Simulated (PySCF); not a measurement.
# One shape, several levels: PH3 (phosphine)

We compute a comparison of 6 runs (B3LYP/6-31G, SVWN5/6-31G, MP2/6-31G, BCCD(T)/6-31G, CCSDT(Q)/6-31G, CCSDT/6-31G) of PH3 (phosphine). The job is set up through a Python script.

The calculation is run with PySCF 2.14.0.

4 further runs of the same task are left out: 4 set aside as unsound or not needed.

## Step 1: The structure to begin with

The species is PH3 (4 atoms), meant as a singlet with charge 0. SMILES: `P`. The P1–H3 distance was set to 2.556 Å, away from the relaxed value. At this shape a bond of the SMILES string is far longer than usual.

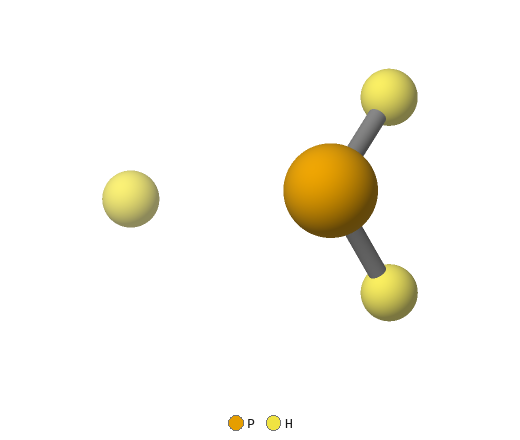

Viewed from a chosen angle; phosphorus amber, hydrogen yellow.

## Step 2: The energy at B3LYP/6-31G (run 1)

Input file calc.py:

```python
from pyscf import gto, dft

mol = gto.M(
    atom=[
    ('P', (1.427218, -0.057296, -0.553284)),
    ('H', (1.712118, 0.235204, 0.806516)),
    ('H', (-1.005500, -0.663000, -0.057200)),
    ('H', (1.109918, 1.292704, -0.857384)),
],
    basis='6-31g',
    max_memory=1860,
    spin=0,
    verbose=3,
)

mf = dft.RKS(mol, xc='b3lyp')
mf.conv_tol = 1e-10
mf.grids.level = 5
mf.kernel()
if not mf.converged:
    mf = mf.newton().run(mf.mo_coeff, mf.mo_occ)

e_tot = mf.e_tot
print(f'total energy: {e_tot:.8f} hartree')
```

The run is started by

```bash
OMP_NUM_THREADS=1 python calc.py
```

Output:

```text
converged SCF energy = -342.995335635318
total energy: -342.99533564 hartree
```

Wall time 1.9 s (1 thread of Arm Neoverse V1, shared host); peak memory 0.18 GiB.

## Step 3: The energy at SVWN5/6-31G (run 2)

Input file job.py:

```python
from pyscf import gto, dft

system = gto.M(
    atom='''
P        1.427218      -0.057296      -0.553284
H        1.712118       0.235204       0.806516
H       -1.005500      -0.663000      -0.057200
H        1.109918       1.292704      -0.857384
''',
    charge=0,
    basis='6-31g',
    verbose=3,
    max_memory=1860,
)

mf = dft.RKS(system, xc='svwn')
mf.grids.level = 5
mf.conv_tol = 1e-10
mf.kernel()
if not mf.converged:
    mf = mf.newton().run(mf.mo_coeff, mf.mo_occ)

energy = mf.e_tot
print('E = %.10f Eh' % energy)
```

The run is started by

```bash
OMP_NUM_THREADS=1 python job.py
```

Output:

```text
converged SCF energy = -341.676807209468
E = -341.6768072095 Eh
```

Wall time 1.6 s (1 thread of Arm Neoverse V1, shared host); peak memory 0.13 GiB.

## Step 4: The energy at MP2/6-31G (run 3)

Input file calc.py:

```python
from pyscf import gto, scf, mp

mol = gto.Mole()
mol.atom = 'P 1.427218 -0.057296 -0.553284; H 1.712118 0.235204 0.806516; H -1.005500 -0.663000 -0.057200; H 1.109918 1.292704 -0.857384'
mol.basis = '6-31g'
mol.max_memory = 1860
mol.charge = 0
mol.verbose = 4
mol.build()

mf = scf.RHF(mol)
mf.conv_tol = 1e-10
mf.kernel()
if not mf.converged:
    mf = mf.newton().run(mf.mo_coeff, mf.mo_occ)

pt = mp.MP2(mf, frozen=5).run()
e_tot = pt.e_tot
print('E(%s) = %.9f' % ('MP2', e_tot))
```

The run is started by

```bash
OMP_NUM_THREADS=1 python calc.py
```

Output:

```text
PySCF version 2.14.0

[... 56 lines left out ...]
converged SCF energy = -342.266069016036
[... 1 line left out ...]
******** <class 'pyscf.mp.mp2.RMP2'> ********
nocc = 4, nmo = 14
frozen orbitals 5
E(RMP2) = -342.350938675642  E_corr = -0.0848696596057778
E(SCS-RMP2) = -342.361504337835  E_corr = -0.0954353217985601
E_corr(same-spin) = -0.00739415737889215
E_corr(oppo-spin) = -0.0774755022268856
E(MP2) = -342.350938676
```

It took 0.78 s on 1 thread of Arm Neoverse V1, shared host; peak memory 0.12 GiB.

Runs 4 to 5 aren't shown in full; the table further down has their settings and results.

## Step 5: The energy at CCSDT/6-31G (run 6)

Input file job.py:

```python
from pyscf import gto, scf, cc

mol = gto.M(
    atom='''
P      2.697051    -0.108274    -1.045555
H      3.235434     0.444471     1.524094
H     -1.900120    -1.252888    -0.108092
H      2.097441     2.442857    -1.620221
''',
    unit='bohr',
    max_memory=1860,
    spin=0,
    verbose=3,
    basis='6-31g',
)

myscf = scf.RHF(mol)
myscf.conv_tol = 1e-10
myscf.kernel()
if not myscf.converged:
    myscf = myscf.newton().run(myscf.mo_coeff, myscf.mo_occ)

mycc = cc.CCSDT(myscf, frozen=5)
mycc.kernel()
e_final = mycc.e_tot
print('E = %.10f Eh' % e_final)
```

The run is started by

```bash
OMP_NUM_THREADS=1 python job.py
```

Output:

```text
converged SCF energy = -342.266069010911
_make_eris_incore_RCCSDT

WARN: A large `blksize` is being used, which may cause large memory consumption
      for storing contraction intermediates. If memory is sufficient, consider using
      `pyscf.cc.rccsdt_highm.RCCSDT` instead.

WARN: A large `blksize_oovv` is being used, which may cause large memory consumption
      for storing contraction intermediates. If memory is sufficient, consider using
      `pyscf.cc.rccsdt_highm.RCCSDT` instead.

WARN: A large `blksize_oooo` is being used, which may cause large memory consumption
      for storing contraction intermediates. If memory is sufficient, consider using
      `pyscf.cc.rccsdt_highm.RCCSDT` instead.

RCCSDT converged
E(RCCSDT) = -342.3987841898629   E_corr = -0.1327151789522225
E_corr(same-spin) = -0.00620464538638636
E_corr(oppo-spin) = -0.126510533565836
E = -342.3987841899 Eh
```

Run time: 0.97 s. Hardware: 1 thread of Arm Neoverse V1, shared host; peak memory 0.11 GiB.

## Step 6: Overview of the runs

| run | level | integration grid | frozen core orbitals | energy (Eh) | dipole moment (D) of the reference | HOMO energy (eV) | LUMO energy (eV) | wall time |
| --- | --- | --- | --- | --- | --- | --- | --- | --- |
| 1 | B3LYP/6-31G | 5 | – | -342.995336 | 1.51 | -7.27 | -3.55 | 1.9 s |
| 2 | SVWN5/6-31G | 5 | – | -341.676807 | 1.51 | -6.53 | -4.12 | 1.6 s |
| 3 | MP2/6-31G | – | 5 | -342.350939 | 1.71 | -9.34 | -0.25 | 0.78 s |
| 4 | BCCD(T)/6-31G | – | 5 | -342.398504 | – | – | – | 1 s |
| 5 | CCSDT(Q)/6-31G | – | 5 | -342.398930 | 1.71 | -9.34 | -0.25 | 1.1 s |
| 6 | CCSDT/6-31G | – | 5 | -342.398784 | 1.71 | -9.34 | -0.25 | 0.97 s |

## Step 7: Results

| quantity | value |
| --- | --- |
| run 6: total energy | -342.39878 Eh |
| run 6: dipole moment (Hartree–Fock density) | 1.71 D |
| run 6: HOMO energy (Hartree–Fock orbitals) | -9.34 eV |
| run 6: LUMO energy (Hartree–Fock orbitals) | -0.25 eV |
| run 6: HOMO–LUMO gap (Hartree–Fock orbitals) | 9.09 eV |
| run 6: correlation energy (5 core orbitals frozen) | -132.7 mEh |
| run 6: T1 diagnostic | 0.028 |

**Reading.** Totals of different functionals can't be ranked against each other. In runs 1, 2, 3 a closed-shell determinant meets a far-stretched bond, which it describes badly. All runs together took 7.5 s, the longest 1.9 s.
